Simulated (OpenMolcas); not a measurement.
## Single-point calculation, with input and output: SiHF3

The run: single-point calculation of SiHF3, SMILES F[SiH](F)F. Method and program: CCSD(T)/def2-SVPD, RHF (OpenMolcas 26.06).

The geometry comes from this level: PBE0-D4/def2-TZVP.

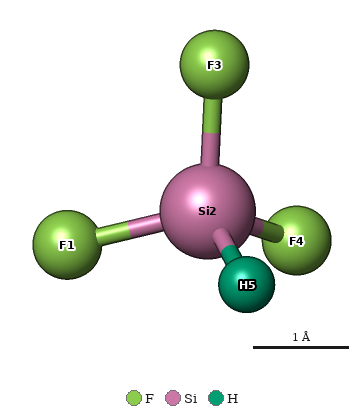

Figure 1. The input geometry (ball-and-stick view, seen at an oblique angle; atoms are numbered from 1 in the order of the input). Bond lengths as drawn: F–Si 1.57 Å and H–Si 1.46 Å.

### Input
```
* F3HSi CCSD(T)

&gateway
  baslib=$CurrDir
  coord
  5
  angstrom
  F       -0.447100      -0.082200       1.491300
  Si       0.040700       0.001700      -0.001800
  F       -0.597100       1.281400      -0.657200
  F       -0.495900      -1.263300      -0.767200
  H        1.499400       0.062400      -0.065100
  basis=def2-SVPD
  group=NoSym

&seward
  high

&scf
  thresholds=1e-10 1e-07 1e-07 1e-05
  prorbitals=0

&chcc
  frozen=8
  threshold=1e-08
  maxiterations=80

&cht3
  frozen=8
```

Machine: 1 thread of Arm Neoverse V1, 24 GiB of memory available, shared host.

Launched with:
```bash
export MOLCAS_MEM=1860
pymolcas mol.input > mol.log
```

### The program's output
```
--- Start Module: gateway ---

                                              &GATEWAY

                       available to each process: 1.9 GB of memory, 1 thread

 Basis Set     1 Label: F.DEF2-SVPD
 Basis set is read from library:.
 basistype.tbl is not found

 Basis Set     2 Label: SI.DEF2-SVPD
 Basis set is read from library:.
 basistype.tbl is not found

 Basis Set     3 Label: F.DEF2-SVPD
 Basis set is read from library:.
 basistype.tbl is not found

 Basis Set     4 Label: H.DEF2-SVPD
 Basis set is read from library:.
 basistype.tbl is not found

++    Symmetry information:
      ---------------------

                    Character Table for C1

                             E
                    a        1  x, y, xy, Rz, z, xz, Ry, yz, Rx, I
--

++    Basis set information:
      ----------------------

      Basis set label: F.DEF2-SVPD.........

      Electronic valence basis set:
      ------------------
      Associated Effective Charge   9.000000 au
      Associated Actual Charge      9.000000 au
      Nuclear Model: Point charge

      Shell  nPrim  nBasis  Cartesian Spherical Contaminant
         s       8       4        X
         p       5       3        X
         d       2       2                 X

      Basis set label: SI.DEF2-SVPD.........

      Electronic valence basis set:
      ------------------
      Associated Effective Charge  14.000000 au
      Associated Actual Charge     14.000000 au
      Nuclear Model: Point charge

      Shell  nPrim  nBasis  Cartesian Spherical Contaminant
         s      11       5        X
         p       7       3        X
         d       2       2                 X

      Basis set label: F.DEF2-SVPD.........

      Electronic valence basis set:
      ------------------
      Associated Effective Charge   9.000000 au
      Associated Actual Charge      9.000000 au
      Nuclear Model: Point charge

      Shell  nPrim  nBasis  Cartesian Spherical Contaminant
         s       8       4        X
         p       5       3        X
         d       2       2                 X

      Basis set label: H.DEF2-SVPD.........

      Electronic valence basis set:
      ------------------
      Associated Effective Charge   1.000000 au
      Associated Actual Charge      1.000000 au
      Nuclear Model: Point charge

      Shell  nPrim  nBasis  Cartesian Spherical Contaminant
         s       4       2        X
         p       2       2        X
--

++    Molecular structure info:
      -------------------------

                    ************************************************
                    **** Cartesian Coordinates / bohr, angstrom ****
                    ************************************************

     Center  Label                x              y              z                     x              y              z
        1      F1              -0.844897      -0.155335       2.818149             -0.447100      -0.082200       1.491300
        2      SI2              0.076912       0.003213      -0.003402              0.040700       0.001700      -0.001800
        3      F3              -1.128355       2.421495      -1.241928             -0.597100       1.281400      -0.657200
        4      F4              -0.937115      -2.387291      -1.449798             -0.495900      -1.263300      -0.767200
        5      H5               2.833455       0.117919      -0.123021              1.499400       0.062400      -0.065100

                    ***************************************
                    *    InterNuclear Distances / bohr    *
                    ***************************************

               1 F1            2 SI2           3 F3            4 F4            5 H5
    1 F1       0.000000
    2 SI2      2.972543        0.000000
    3 F3       4.817118        2.972324        0.000000
    4 F4       4.817208        2.972343        4.817074        0.000000
    5 H5       4.717565        2.761521        4.717453        4.717374        0.000000

                    *******************************************
                    *    InterNuclear Distances / angstrom    *
                    *******************************************

               1 F1            2 SI2           3 F3            4 F4            5 H5
    1 F1       0.000000
    2 SI2      1.573002        0.000000
    3 F3       2.549109        1.572886        0.000000
    4 F4       2.549157        1.572896        2.549086        0.000000
    5 H5       2.496428        1.461334        2.496368        2.496327        0.000000

                    **************************************
                    *    Valence Bond Angles / degree    *
                    **************************************
                          Atom centers                 Phi
                      1 F1       2 SI2      3 F3       108.25
                      1 F1       2 SI2      4 F4       108.25
                      1 F1       2 SI2      5 H5       110.66
                      3 F3       2 SI2      4 F4       108.25
                      3 F3       2 SI2      5 H5       110.67
                      4 F4       2 SI2      5 H5       110.66
--

            Nuclear Potential Energy            188.40785036 au

--- Stop Module: gateway /rc=_RC_ALL_IS_WELL_ ---

--- Start Module: seward ---

                                              &SEWARD

                       available to each process: 1.9 GB of memory, 1 thread

               SEWARD will generate:
                  Multipole Moment integrals up to order  2
                  Kinetic Energy integrals
                  Nuclear Attraction integrals (point charge)
                  One-Electron Hamiltonian integrals
                  Velocity integrals
                  Orbital angular momentum around ( -0.5848  -0.0243   0.0254 )
                  Velocity quadrupole around ( -0.5848  -0.0243   0.0254 )
                  Cholesky decomposed two-electron repulsion integrals
                   - CD Threshold:   1.00E-08

                   Integrals are discarded if absolute value <: 1.00E-40
                   Integral cutoff threshold is set to       <: 1.00E-40

            Nuclear Potential Energy            188.40785036 au

      Basis set specifications :
      Symmetry species         a
      Basis functions          101

--- Stop Module: seward /rc=_RC_ALL_IS_WELL_ ---
--- Module seward spent 3 seconds ---

--- Start Module: scf ---

                                                &SCF

                       available to each process: 1.9 GB of memory, 1 thread

++    Input section:
      --------------

      Header of the integral files:

      Cartesian coordinates in angstrom:
      -----------------------------------------------------
      No.  Label        X            Y            Z
      -----------------------------------------------------
       1   F1        -0.44710000  -0.08220000   1.49130000
       2   SI2        0.04070000   0.00170000  -0.00180000
       3   F3        -0.59710000   1.28140000  -0.65720000
       4   F4        -0.49590000  -1.26330000  -0.76720000
       5   H5         1.49940000   0.06240000  -0.06510000
      -----------------------------------------------------
      Nuclear repulsion energy =  188.40785036
--

++    Orbital specifications:
      -----------------------

      Symmetry species               1
                                     a
      Frozen orbitals                0
      Occupied orbitals             21
      Secondary orbitals            80
      Deleted orbitals               0
      Total number of orbitals     101
      Number of basis functions    101
--

      Molecular charge                           0.000

++    Optimization specifications:
      ----------------------------

      SCF Algorithm: LK-Cholesky
      LK screening threshold:                     4.50E-02
      Local-Exchange (LK) algorithm.
       - the density matrix is decomposed
      The actual AO density is used
      Number of density matrices in core                 5
      Maximum number of NDDO SCF iterations            400
      Maximum number of HF SCF iterations              400
      Threshold for SCF energy change             1.00E-10
      Threshold for density matrix                1.00E-07
      Threshold for Fock matrix                   1.00E-07
      Threshold for linear dependence             1.00E-09
      Threshold at which DIIS is turned on        1.50E-01
      Maximum depth in the DIIS procedure                5
      Maximum depth in the BFGS Hessian update          30
      Threshold at which QNR/C2DIIS is turned on  7.50E-02
      Threshold for Norm(delta) (QNR/C2DIIS)      1.00E-05
      All orbitals punched on: SCFORB
--

      Input vectors read from INPORB
      Orbital file label: *Guess orbitals

++ Convergence information
                                   SCF        iterations: Energy and convergence statistics

Iter     Tot. SCF        One-elec.       Two-elec.     Energy      Max Dij or  Max Fij      DNorm      TNorm      AccCon     Time
         Energy          Energy          Energy        Change      Delta Norm                                                in Sec.
   1  -587.226339470 -1192.426181817   416.791991990   0.00E+00    1.81E-01*   1.65E-01*    8.34E+00   1.91E+02   None         0.
   2  -587.633161743 -1191.661214773   415.620202672  -4.07E-01*   9.56E-02*   7.89E-02*    9.16E+00   1.91E+02   EDIIS        0.
   3  -587.684070514 -1195.325041941   419.233121070  -5.09E-02*   1.19E-02*   3.55E-02*    9.10E+00   1.92E+02   c2DIIS       0.
   4  -587.709919944 -1193.675070795   417.557300493  -2.58E-02*   6.65E-03*   1.81E-03*    9.19E+00   1.92E+02   QNRc2DIIS    0.
   5  -587.710052460 -1193.747269668   417.629366850  -1.33E-04*   2.52E-03*   4.63E-04*    9.23E+00   1.92E+02   QNRc2DIIS    0.
   6  -587.710063203 -1193.731551668   417.613638107  -1.07E-05*   2.86E-04*   2.04E-04*    9.24E+00   1.92E+02   QNRc2DIIS    0.
   7  -587.710063446 -1193.736852966   417.618939162  -2.42E-07*   1.41E-04*   4.80E-05*    9.24E+00   1.92E+02   QNRc2DIIS    0.
   8  -587.710063496 -1193.735443012   417.617529159  -5.04E-08*   2.28E-05*   9.63E-06*    9.24E+00   1.92E+02   QNRc2DIIS    0.
   9  -587.710063498 -1193.735161030   417.617247175  -1.67E-09*   6.81E-06    1.56E-06*    9.24E+00   1.92E+02   QNRc2DIIS    0.
  10  -587.710063498 -1193.735178501   417.617264645  -9.73E-11    1.00E-06    2.72E-07*    9.24E+00   1.92E+02   QNRc2DIIS    0.
  11  -587.710063498 -1193.735189513   417.617275658  -2.05E-12    1.42E-07    4.17E-08     9.24E+00   1.92E+02   QNRc2DIIS    0.

       Convergence after  11 Iterations
--

 *****************************************************************************************************************************
 *                                             SCF/KS-DFT Program, Final results                                             *
 *                                                       Final Results                                                       *
 *****************************************************************************************************************************

::    Total SCF energy                               -587.7100634977
      One-electron energy                           -1193.7351895131
      Two-electron energy                             417.6172756576
      Nuclear repulsion energy                        188.4078503578
      Kinetic energy (interpolated)                   586.8641332204
      Virial theorem                                    1.0014414414
      Total spin, S(S+1)                                0.0000000000
      Total spin, S                                     0.0000000000
      Max non-diagonal density matrix element           0.0000001557
      Max non-diagonal Fock matrix element              0.0000000143

      No orbitals printed

++    Molecular charges:
      ------------------

      Mulliken charges per centre
      ---------------------------

                F1      SI2     F3      F4      H5
      Total    9.7694 11.4079  9.7694  9.7694  1.2838

      N-E     -0.7694  2.5921 -0.7694 -0.7694 -0.2838

      Total electronic charge=   42.000000

      Total            charge=   -0.000000
--

++    Molecular properties:
      ---------------------

      Charge (e):
                      =   -0.0000
      Dipole Moment (debye):
      Origin of the operator (angstrom)=   -0.3095   -0.0129    0.0134
                   X=  1.5908E+00               Y=  6.6282E-02               Z= -6.9677E-02           Total=  1.5937E+00
      Quadrupole Moment (debye*angstrom):
      Origin of the operator (angstrom)=   -0.3095   -0.0129    0.0134
                  XX= -2.5900E+01              XY=  1.6953E-01              XZ= -1.7655E-01              YY= -2.9964E+01
                  YZ= -7.4627E-03              ZZ= -2.9964E+01
      In traceless form (debye*angstrom)
                  XX=  4.0633E+00              XY=  2.5429E-01              XZ= -2.6482E-01              YY= -2.0315E+00
                  YZ= -1.1194E-02              ZZ= -2.0318E+00
--

--- Stop Module: scf /rc=_RC_ALL_IS_WELL_ ---
--- Module scf spent 4 seconds ---

--- Start Module: chcc ---

                                               &CHCC

                       available to each process: 1.9 GB of memory, 1 thread

  Serial run
 Number of Cholesky vectors      1155 on node (host)
 Max Size              :     232497285 in r*8 Words,   1773.8 Mb,  1.7 Gb

 None of OnTheFly/PreCalculate
 algorithm was selected. Using
 default: PreCalculate (1)

     Cholesky Based Closed-Shell CCSD code

 ---------------------------------------------------
 Frozen Orbitals                   :         8
 Occupied Orbitals                 :        13
 Virtual Orbitals                  :        80
 Total number of Cholesky Vectors  :      1155
 ---------------------------------------------------
 Large Virtual Segmentation        :  auto
 Small Vectors Segmentation        :  auto
 Cholesky Vectors Segmentation     :       200
 ---------------------------------------------------
 Generate Scratch Files?                :  Yes
 Precalculate (1) / On-the-Fly (0) Alg. :    1
 3 and 4-ext. MO integrals distribute?  :    1
 Parallel Join of varios MO integrals   :    2
 ---------------------------------------------------
 Convergence Threshold             :  1.00E-08
 Maximum number of Iterations      :        80
 ---------------------------------------------------
 Lun Number for Aux. Matrixes      :        13
 BLAS/FTN Matrix Handling          :         1
 Start from RstFil ?               :        No
 Print level                       :         1
 ---------------------------------------------------

 ===============================
 Autogenerating segmentation
 Nprocs:        1

 Final segmentation (Large/Small/Cholesky):    2   1     200
 ===============================

 Real Allocated Memory :      12934788 in r*8 Words,     98.7 Mb, 98.7 Gb

 E2 MP2    : -0.679461935079
 E2 ss     : -0.184443241551
 E2 os     : -0.495018693528

  V4 ints compressing factor:    5.6879408987390994
  Generation of integrals (Reord_chcc) done

 ------------------------
 Starting CCSD iterations
 ------------------------

                   CCSD Energy      Difference

 Iteration :   1 -0.673293295000
 Iteration :   2 -0.689674764257  0.016381469257
 Iteration :   3 -0.689194829579 -0.000479934678
 Iteration :   4 -0.691037198739  0.001842369160
 Iteration :   5 -0.690977472730 -0.000059726009
 Iteration :   6 -0.691248105636  0.000270632906
 Iteration :   7 -0.691245557311 -0.000002548325
 Iteration :   8 -0.691290023155  0.000044465843
 Iteration :   9 -0.691291378805  0.000001355650
 Iteration :  10 -0.691299318785  0.000007939980
 Iteration :  11 -0.691299978624  0.000000659839
 Iteration :  12 -0.691301508702  0.000001530078
 Iteration :  13 -0.691301730241  0.000000221539
 Iteration :  14 -0.691302047635  0.000000317393
 Iteration :  15 -0.691302114379  0.000000066745
 Iteration :  16 -0.691302184935  0.000000070556
 Iteration :  17 -0.691302204216  0.000000019281
 Iteration :  18 -0.691302220888  0.000000016672
 Iteration :  19 -0.691302226362  0.000000005474

  Final CCSD energy decomposition
 E1 CCSD energy :  0.000000000000
 E2 CCSD energy : -0.691302226362
 E2 CCSD ss     : -0.164046396574
 E2 CCSD os     : -0.527255829788

--- Stop Module: chcc /rc=_RC_ALL_IS_WELL_ ---
--- Module chcc spent 5 minutes 34 seconds ---

--- Start Module: cht3 ---

                                               &CHT3

                       available to each process: 1.9 GB of memory, 1 thread

     Cholesky Based Closed-Shell (T) code

 --------------------------------------------------
 Frozen Orbitals                   :         8
 Occupied Orbitals                 :        13
 Virtual Orbitals                  :        80
 Total number of Cholesky Vectors  :      1155
 --------------------------------------------------
 Large Virtual Segmentation        :         2
 --------------------------------------------------
 Generate Triples Scratch Files?        :   Yes
 Stop after Scratch Files generation?   :   No
 --------------------------------------------------
 Calculating full loop A
 Calculating full loop B
 --------------------------------------------------
 Lun Number for Aux. Matrixes      :        13
 Print level                       :         1
 --------------------------------------------------

 Memory available for (T) calc =     232496732 in r*8 Words   1773.8 Mb  1.7 Gb
 Serial run

  Starting triply with blocked virtuals algorithm

  Virtual orbitals will be treated in blocks of:   80

Number of steps in loopa :      1
Number of steps in loopb :      1

 Creating KMAT, LMAT Scratch Integral Files-----------------------------

 FN,LU=KMATBA                   98
 Create of Integrals done-------------------------------------------------

 # of tasks to be parallelized in t3loop a =                     1
Tsk, nga, ngb, ngc, inc =     1   1   1   1 -.0009606769261479142 0.0001618934558784285      2.1 CPU [s]      2.1 Wall [s]
 t3loopa finished

 Spin case AAA done:  2.0500E+00 CPU [s]  2.0800E+00 Wall [s]

 # of tasks to be parallelized in t3loopb =                     1
Tsk, nga, ngb, ngc, inc =     1   1   1   1 -.0151930037921044619 0.0022419188090193731     18.0 CPU [s]     18.1 Wall [s]
 t3loopb finished

 Spin case AAB done:  1.8010E+01 CPU [s]  1.8090E+01 Wall [s]

 T2-W-T3 contribution from current amplitudes  -1.6153680718E-02

 5th order noniterative E[5] ST correction   2.2419188090E-03

 *************************************************

 Final Results :

   (T)     corr. = -0.013911761909
   CCSD(T) corr. = -0.705213988271

 *************************************************

 sorting cpu & wall        0.066        0.072 (min);   cpu/wall= 0.921
 aaa     cpu & wall        0.034        0.035 (min);   cpu/wall= 0.986
 aab     cpu & wall        0.300        0.301 (min);   cpu/wall= 0.996
 total   cpu & wall        0.401        0.408 (min);   cpu/wall= 0.982
--- Stop Module: cht3 /rc=_RC_ALL_IS_WELL_ ---
--- Module cht3 spent 24 seconds ---

.##################.
.# Happy landing! #.
.##################.

    Timing: Wall=367.51 User=363.39 System=4.00
```

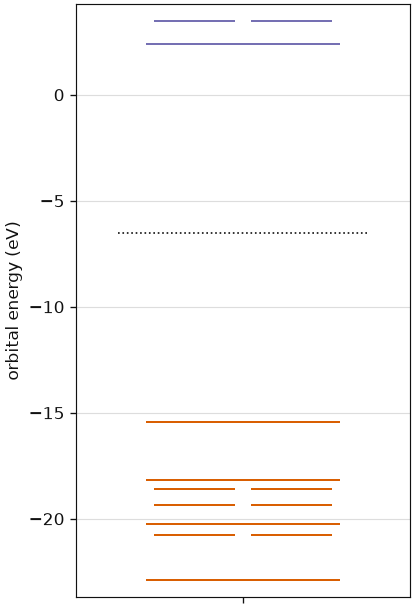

Figure 2. Orbital energies near the frontier (SCF reference); the dotted line parts filled from empty levels, and levels within 0.02 eV of each other stand side by side. Highest filled −15.42 eV, lowest empty 2.39 eV, 17.81 eV apart.

### Summary

```json
{"quantity": "outcome", "value": "converged"}
{"quantity": "total energy", "value": "−588.415277 hartree"}
{"quantity": "SCF energy", "value": "−587.710063 hartree"}
{"quantity": "MP2 energy", "value": "−588.389525 hartree"}
{"quantity": "CCSD energy", "value": "−588.401366 hartree"}
{"quantity": "correlation energy", "value": "−0.705214 hartree"}
{"quantity": "(T) correction", "value": "−0.013912 hartree"}
{"quantity": "basis functions", "value": "101"}
{"quantity": "HOMO of the SCF reference", "value": "−15.42 eV"}
{"quantity": "LUMO of the SCF reference", "value": "2.39 eV"}
{"quantity": "wall time", "value": "6.1 min"}
{"quantity": "peak memory", "value": "0.18 GiB"}
```
